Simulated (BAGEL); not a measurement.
**A workflow on singlet CH5OSi+**

We compute the energy (singlet CH5OSi+, HF/cc-pVDZ), then a single-point energy (doublet CH5OSi, NEVPT2(3,3)/cc-pVDZ), then the energy (doublet CH5OSi, CASPT2(3,3)/cc-pVDZ) of CH5OSi. 

The results are computed with BAGEL 1.2.2.

## Step 1: The molecule

CH5OSi+ has 8 atoms, charge +1, and is taken as a singlet. SMILES of the parent species: `[CH2][SiH2]O`. The O3–H8 distance was set to 1.820 Å, away from the relaxed value. That shape belongs to the parent species and isn't relaxed for this state. At this shape a bond of the SMILES string is far longer than usual.

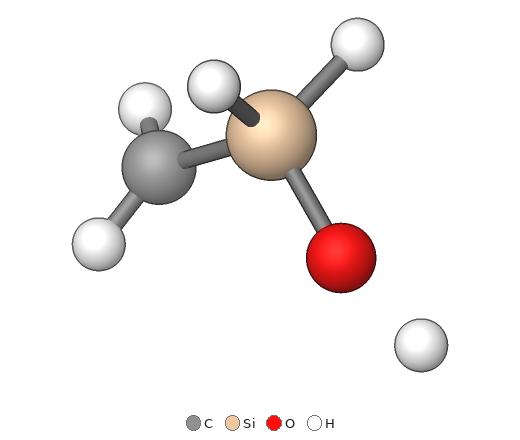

Viewed from a chosen angle; carbon grey, silicon light orange, oxygen red, hydrogen white.

## Step 2: A single-point energy at HF/cc-pVDZ (density fitting with svp-jkfit) (run 1)

Contents of job.json:

```json
{ "bagel" : [

{
  "title" : "molecule",
  "basis" : "cc-pvdz.json",
  "df_basis" : "svp-jkfit",
  "angstrom" : true,
  "geometry" : [
    { "atom" : "C", "xyz" : [      -0.358774,       1.217891,      -0.768901 ] },
    { "atom" : "Si", "xyz" : [       1.156726,       0.694891,       0.133599 ] },
    { "atom" : "O", "xyz" : [       0.805526,      -0.024309,       1.576899 ] },
    { "atom" : "H", "xyz" : [      -0.468074,       1.116891,      -1.844501 ] },
    { "atom" : "H", "xyz" : [      -1.200374,       1.691591,      -0.270801 ] },
    { "atom" : "H", "xyz" : [       1.998326,       1.861191,       0.503099 ] },
    { "atom" : "H", "xyz" : [       1.933726,      -0.212209,      -0.757301 ] },
    { "atom" : "H", "xyz" : [      -0.255800,      -1.502300,       1.529400 ] }
  ]
},

{
  "title" : "hf",
  "charge" : 1
},

{
  "title" : "print",
  "file" : "orbitals.molden",
  "orbitals" : true
}

]}
```

The basis set cc-pVDZ is read from a file made from the Basis Set Exchange's data (not shown).

On the command line:

```sh
$ BAGEL_NUM_THREADS=1 BAGEL job.json > job.out
```

Output:

```text
* using 1 threads per process

  ===============================================================
  ===============================================================

  *** Geometry ***

  { "atom" : "C", "xyz" : [     -0.677985,      2.301480,     -1.453012 ] },
  { "atom" : "Si", "xyz" : [      2.185895,      1.313154,      0.252466 ] },
  { "atom" : "O", "xyz" : [      1.522224,     -0.045937,      2.979907 ] },
  { "atom" : "H", "xyz" : [     -0.884532,      2.110618,     -3.485602 ] },
  { "atom" : "H", "xyz" : [     -2.268378,      3.196644,     -0.511740 ] },
  { "atom" : "H", "xyz" : [      3.776289,      3.517141,      0.950719 ] },
  { "atom" : "H", "xyz" : [      3.654213,     -0.401017,     -1.431091 ] },
  { "atom" : "H", "xyz" : [     -0.483392,     -2.838936,      2.890147 ] },

  Number of auxiliary basis functions:      370

  Since a DF basis is specified, we compute 2- and 3-index integrals:
    o Being stored without compression. Storage requirement is 0.015 GB

  Number of basis functions:       71
  Number of electrons      :       33

    * METHOD: MOLECULE                             0.10

  *** RHF ***

  === Nuclear Repulsion ===
   105.8505470862

      * DIIS with orbital gradients will be used.

  === RHF iteration (cc-pvdz.json) ===
      0       -403.74488075          0.02121860           0.02
      1       -403.60589180          0.03324639           0.02
      2       -404.04698103          0.00310041           0.02
      3       -404.05520794          0.00114323           0.02
      4       -404.05648343          0.00046416           0.02
      5       -404.05679570          0.00016780           0.02
      6       -404.05683587          0.00005751           0.02
      7       -404.05684111          0.00003085           0.02
      8       -404.05684310          0.00001497           0.02
      9       -404.05684356          0.00000577           0.02
     10       -404.05684364          0.00000278           0.02
     11       -404.05684365          0.00000138           0.02
     12       -404.05684366          0.00000077           0.02
     13       -404.05684366          0.00000039           0.02
     14       -404.05684366          0.00000020           0.02
     15       -404.05684366          0.00000010           0.02
     16       -404.05684366          0.00000005           0.02
     17       -404.05684366          0.00000002           0.02
     18       -404.05684366          0.00000001           0.02
     19       -404.05684366          0.00000001           0.02
    * SCF iteration converged.

    * Permanent dipole moment:
           (    2.063277,    -0.127462,     1.796101) a.u.

    * METHOD: HF                                   0.50

    * METHOD: PRINT                                0.01

  ===============================================================
```

Wall time 0.74 s (1 thread of Arm Neoverse V2, shared host); peak memory 0.15 GiB.

## Step 3: Doublet neutral CH5OSi: a single-point energy at NEVPT2(3,3)/cc-pVDZ (density fitting with svp-jkfit) (run 2)

Contents of job.json:

```json
{ "bagel" : [

{
  "title" : "molecule",
  "basis" : "cc-pvdz.json",
  "df_basis" : "svp-jkfit",
  "angstrom" : true,
  "geometry" : [
    { "atom" : "C", "xyz" : [   -0.358774,    1.217891,   -0.768901 ] },
    { "atom" : "Si", "xyz" : [    1.156726,    0.694891,    0.133599 ] },
    { "atom" : "O", "xyz" : [    0.805526,   -0.024309,    1.576899 ] },
    { "atom" : "H", "xyz" : [   -0.468074,    1.116891,   -1.844501 ] },
    { "atom" : "H", "xyz" : [   -1.200374,    1.691591,   -0.270801 ] },
    { "atom" : "H", "xyz" : [    1.998326,    1.861191,    0.503099 ] },
    { "atom" : "H", "xyz" : [    1.933726,   -0.212209,   -0.757301 ] },
    { "atom" : "H", "xyz" : [   -0.255800,   -1.502300,    1.529400 ] }
  ]
},
{
  "title" : "hf",
  "charge" : 1
},
{
  "title" : "casscf",
  "nstate" : 1,
  "nact" : 3,
  "nclosed" : 15,
  "nspin" : 1,
  "active" : [16, 17, 18],
  "maxiter" : 200,
  "natocc" : true
},
{
  "title" : "nevpt2",
  "nstate" : 1,
  "nact" : 3,
  "nclosed" : 15,
  "nspin" : 1,
  "active" : [16, 17, 18],
  "maxiter" : 200,
  "natocc" : true,
  "ncore" : 7
},
{
  "title" : "print",
  "file" : "orbitals.molden",
  "orbitals" : true
}

]}
```

The basis set cc-pVDZ is read from a file made from the Basis Set Exchange's data (not shown).

On the command line:

```sh
$ BAGEL_NUM_THREADS=1 BAGEL job.json > job.out
```

Output:

```text
* using 1 threads per process

  ===============================================================
  ===============================================================

  *** Geometry ***

  { "atom" : "C", "xyz" : [     -0.677985,      2.301480,     -1.453012 ] },
  { "atom" : "Si", "xyz" : [      2.185895,      1.313154,      0.252466 ] },
  { "atom" : "O", "xyz" : [      1.522224,     -0.045937,      2.979907 ] },
  { "atom" : "H", "xyz" : [     -0.884532,      2.110618,     -3.485602 ] },
  { "atom" : "H", "xyz" : [     -2.268378,      3.196644,     -0.511740 ] },
  { "atom" : "H", "xyz" : [      3.776289,      3.517141,      0.950719 ] },
  { "atom" : "H", "xyz" : [      3.654213,     -0.401017,     -1.431091 ] },
  { "atom" : "H", "xyz" : [     -0.483392,     -2.838936,      2.890147 ] },

  Number of auxiliary basis functions:      370

  Since a DF basis is specified, we compute 2- and 3-index integrals:
    o Being stored without compression. Storage requirement is 0.015 GB

  Number of basis functions:       71
  Number of electrons      :       33

    * METHOD: MOLECULE                             0.10

  *** RHF ***

  === Nuclear Repulsion ===
   105.8505470862

      * DIIS with orbital gradients will be used.

  === RHF iteration (cc-pvdz.json) ===
      0       -403.74488075          0.02121860           0.02
      1       -403.60589180          0.03324639           0.02
      2       -404.04698103          0.00310041           0.02
      3       -404.05520794          0.00114323           0.02
      4       -404.05648343          0.00046416           0.02
      5       -404.05679570          0.00016780           0.02
      6       -404.05683587          0.00005751           0.02
      7       -404.05684111          0.00003085           0.02
      8       -404.05684310          0.00001497           0.02
      9       -404.05684356          0.00000577           0.02
     10       -404.05684364          0.00000278           0.02
     11       -404.05684365          0.00000138           0.02
     12       -404.05684366          0.00000077           0.02
     13       -404.05684366          0.00000039           0.02
     14       -404.05684366          0.00000020           0.02
     15       -404.05684366          0.00000010           0.02
     16       -404.05684366          0.00000005           0.02
     17       -404.05684366          0.00000002           0.02
     18       -404.05684366          0.00000001           0.02
     19       -404.05684366          0.00000001           0.02
    * SCF iteration converged.

    * Permanent dipole moment:
           (    2.063277,    -0.127462,     1.796101) a.u.

    * METHOD: HF                                   0.50

  ---------------------------
      CASSCF calculation
  ---------------------------

    ==== Active orbitals : =====
         Orbital 16
         Orbital 17
         Orbital 18
    ============================

    * nstate   :      1
    * nclosed  :     15
    * nact     :      3
    * nvirt    :     53
  === CASSCF iteration (cc-pvdz.json) ===

    * Using the second-order algorithm

      0  0      -404.34405853     2.25e-02      0.01

      1  0      -404.45173426     4.09e-03      0.15

      2  0      -404.45723657     5.49e-04      0.17

      3  0      -404.45731973     1.73e-04      0.17

      4  0      -404.45732565     5.62e-05      0.17

      5  0      -404.45732622     1.81e-05      0.17

      6  0      -404.45732628     5.75e-06      0.17

      7  0      -404.45732628     1.83e-06      0.17

      8  0      -404.45732628     5.78e-07      0.17

      9  0      -404.45732628     1.83e-07      0.16

     10  0      -404.45732628     5.79e-08      0.13

     11  0      -404.45732628     1.83e-08      0.13

     12  0      -404.45732628     5.79e-09      0.11

    * Second-order optimization converged. *

     guess   0:   closed 1..                  open .1.

  === FCI iteration ===

      0  0      -404.36575878     7.12e-02      0.00
      1  0      -404.44402786     2.54e-02      0.00
      2  0      -404.45729735     1.31e-03      0.00
      3  0      -404.45732616     8.41e-05      0.00
      4  0      -404.45732628     4.25e-06      0.00
      5  0      -404.45732628     2.60e-06      0.00
      6  0      -404.45732628     8.85e-08      0.00
      7  0 *    -404.45732628     8.34e-16      0.00

     * ci vector, state   0, <S^2> = 0.7500
       2a.    -0.9176257107
       .a2    -0.3961845235

    * METHOD: CASSCF                               1.94

    * freezing 7 orbitals

  === DF-NEVPT2 calculation ===

    * 3-index integral transformation done
    * assembly done

      NEVPT2 correlation energy:   -0.3693822909      0.08

          (+0)     -0.2545277717
          (+0)'    -0.0268084910
          (+1)     -0.0170833934
          (+1)'    -0.0000882414
          (+2)     -0.0004747560
          (-1)     -0.0683659693
          (-1)'    -0.0001005396
          (-2)     -0.0019331284

      NEVPT2 total energy:       -404.8267085725

    * METHOD: NEVPT2                               0.13

    * METHOD: PRINT                                0.01

  ===============================================================
```

Run time: 2.8 s. Hardware: 1 thread of Arm Neoverse V2, shared host; peak memory 0.15 GiB.

## Step 4: Doublet neutral CH5OSi: a single-point energy at CASPT2(3,3)/cc-pVDZ (density fitting with svp-jkfit) (run 3)

Contents of input.json:

```json
{ "bagel": [

{
  "title": "molecule",
  "basis": "cc-pvdz.json",
  "df_basis": "svp-jkfit",
  "angstrom": "true",
  "geometry": [
    { "atom": "C", "xyz": [   -0.358774,    1.217891,   -0.768901 ] },
    { "atom": "Si", "xyz": [    1.156726,    0.694891,    0.133599 ] },
    { "atom": "O", "xyz": [    0.805526,   -0.024309,    1.576899 ] },
    { "atom": "H", "xyz": [   -0.468074,    1.116891,   -1.844501 ] },
    { "atom": "H", "xyz": [   -1.200374,    1.691591,   -0.270801 ] },
    { "atom": "H", "xyz": [    1.998326,    1.861191,    0.503099 ] },
    { "atom": "H", "xyz": [    1.933726,   -0.212209,   -0.757301 ] },
    { "atom": "H", "xyz": [   -0.255800,   -1.502300,    1.529400 ] }
  ]
},
{
  "title": "hf",
  "charge": 1
},
{
  "title": "casscf",
  "nstate": 1,
  "nact": 3,
  "nclosed": 15,
  "nspin": 1,
  "active": [16, 17, 18],
  "maxiter": 200,
  "natocc": "true"
},
{
  "title": "print",
  "file": "orbitals.molden",
  "orbitals": "true"
},
{
  "title": "smith",
  "method": "caspt2",
  "ms": "true",
  "xms": "true",
  "sssr": "true",
  "shift": 0.2,
  "shift_imag": "true",
  "ncore": 7
}

]}
```

The basis set cc-pVDZ is read from a file made from the Basis Set Exchange's data (not shown).

On the command line:

```sh
$ BAGEL_NUM_THREADS=1 BAGEL input.json > input.out
```

Output:

```text
* using 1 threads per process

  ===============================================================
  ===============================================================

  *** Geometry ***

  { "atom" : "C", "xyz" : [     -0.677985,      2.301480,     -1.453012 ] },
  { "atom" : "Si", "xyz" : [      2.185895,      1.313154,      0.252466 ] },
  { "atom" : "O", "xyz" : [      1.522224,     -0.045937,      2.979907 ] },
  { "atom" : "H", "xyz" : [     -0.884532,      2.110618,     -3.485602 ] },
  { "atom" : "H", "xyz" : [     -2.268378,      3.196644,     -0.511740 ] },
  { "atom" : "H", "xyz" : [      3.776289,      3.517141,      0.950719 ] },
  { "atom" : "H", "xyz" : [      3.654213,     -0.401017,     -1.431091 ] },
  { "atom" : "H", "xyz" : [     -0.483392,     -2.838936,      2.890147 ] },

  Number of auxiliary basis functions:      370

  Since a DF basis is specified, we compute 2- and 3-index integrals:
    o Being stored without compression. Storage requirement is 0.015 GB

  Number of basis functions:       71
  Number of electrons      :       33

    * METHOD: MOLECULE                             0.10

  *** RHF ***

  === Nuclear Repulsion ===
   105.8505470862

      * DIIS with orbital gradients will be used.

  === RHF iteration (cc-pvdz.json) ===
      0       -403.74488075          0.02121860           0.02
      1       -403.60589180          0.03324639           0.02
      2       -404.04698103          0.00310041           0.02
      3       -404.05520794          0.00114323           0.02
      4       -404.05648343          0.00046416           0.02
      5       -404.05679570          0.00016780           0.02
      6       -404.05683587          0.00005751           0.02
      7       -404.05684111          0.00003085           0.02
      8       -404.05684310          0.00001497           0.02
      9       -404.05684356          0.00000577           0.02
     10       -404.05684364          0.00000278           0.02
     11       -404.05684365          0.00000138           0.02
     12       -404.05684366          0.00000077           0.02
     13       -404.05684366          0.00000039           0.02
     14       -404.05684366          0.00000020           0.02
     15       -404.05684366          0.00000010           0.02
     16       -404.05684366          0.00000005           0.02
     17       -404.05684366          0.00000002           0.02
     18       -404.05684366          0.00000001           0.02
     19       -404.05684366          0.00000001           0.02
    * SCF iteration converged.

    * Permanent dipole moment:
           (    2.063277,    -0.127462,     1.796101) a.u.

    * METHOD: HF                                   0.47

  ---------------------------
      CASSCF calculation
  ---------------------------

    ==== Active orbitals : =====
         Orbital 16
         Orbital 17
         Orbital 18
    ============================

    * nstate   :      1
    * nclosed  :     15
    * nact     :      3
    * nvirt    :     53
  === CASSCF iteration (cc-pvdz.json) ===

    * Using the second-order algorithm

      0  0      -404.34405853     2.25e-02      0.01

      1  0      -404.45173426     4.09e-03      0.15

      2  0      -404.45723657     5.49e-04      0.16

      3  0      -404.45731973     1.73e-04      0.17

      4  0      -404.45732565     5.62e-05      0.16

      5  0      -404.45732622     1.81e-05      0.17

      6  0      -404.45732628     5.75e-06      0.16

      7  0      -404.45732628     1.83e-06      0.17

      8  0      -404.45732628     5.78e-07      0.16

      9  0      -404.45732628     1.83e-07      0.16

     10  0      -404.45732628     5.79e-08      0.13

     11  0      -404.45732628     1.83e-08      0.12

     12  0      -404.45732628     5.79e-09      0.11

    * Second-order optimization converged. *

     guess   0:   closed 1..                  open .1.

  === FCI iteration ===

      0  0      -404.36575878     7.12e-02      0.00
      1  0      -404.44402786     2.54e-02      0.00
      2  0      -404.45729735     1.31e-03      0.00
      3  0      -404.45732616     8.41e-05      0.00
      4  0      -404.45732628     4.25e-06      0.00
      5  0      -404.45732628     2.60e-06      0.00
      6  0      -404.45732628     8.85e-08      0.00
      7  0 *    -404.45732628     8.34e-16      0.00

     * ci vector, state   0, <S^2> = 0.7500
       2a.    -0.9176257107
       .a2    -0.3961845235

    * METHOD: CASSCF                               1.89

    * METHOD: PRINT                                0.01

  === SMITH program ===

    * freezing 7 orbitals

    * Approximate memory requirement for SMITH calulation per MPI process:
      o Storage requirement for T-amplitude, lambda, and residual is 0.01 GB
      o Storage requirement for MO integrals is 0.00 GB
    * Calculating and saving rdm4f

    * Zeroth order energy : state  0       -0.8063985098

    * CASPT2 iteration is performed using orthogonal basis

      -------------------------------------------  CASPT2 iteration  ---------------------------------------------------
       #      aibj      arbs      arbi      airj      risj      airs      arst      rist         Etot      error   time
      ------------------------------------------------------------------------------------------------------------------

       0  -0.25340  -0.00241  -0.07334  -0.01846  -0.00066  -0.02710  -0.00014  -0.00013   -0.3756496  0.0010529   0.04
       1  -0.25345  -0.00242  -0.07345  -0.01850  -0.00067  -0.02725  -0.00015  -0.00014   -0.3760320  0.0001058   0.03
       2  -0.25345  -0.00242  -0.07345  -0.01850  -0.00067  -0.02725  -0.00015  -0.00014   -0.3760371  0.0000187   0.03
       3  -0.25346  -0.00242  -0.07345  -0.01850  -0.00067  -0.02725  -0.00015  -0.00014   -0.3760372  0.0000038   0.04
       4  -0.25346  -0.00242  -0.07345  -0.01850  -0.00067  -0.02725  -0.00015  -0.00014   -0.3760372  0.0000006   0.04

      ------------------------------------------------------------------------------------------------------------------

    * CASPT2 energy : state  0     -404.8355608244
        w/o shift correction       -404.8333635097
        reference weight              0.8855210228

    * METHOD: SMITH                                0.27

  ===============================================================
```

Wall time 2.9 s (1 thread of Arm Neoverse V2, shared host); peak memory 0.15 GiB.

## Step 5: Summary of results

| quantity | value |
| --- | --- |
| run 1, HF/cc-pVDZ: total energy | -404.05684 Eh |
| run 1, HF/cc-pVDZ: HOMO energy | -16.68 eV |
| run 1, HF/cc-pVDZ: LUMO energy | -7.16 eV |
| run 1, HF/cc-pVDZ: HOMO–LUMO gap | 9.52 eV |
| doublet neutral CH5OSi, run 2: total energy | -404.82671 Eh |
| doublet neutral CH5OSi, run 3: total energy | -404.83556 Eh |
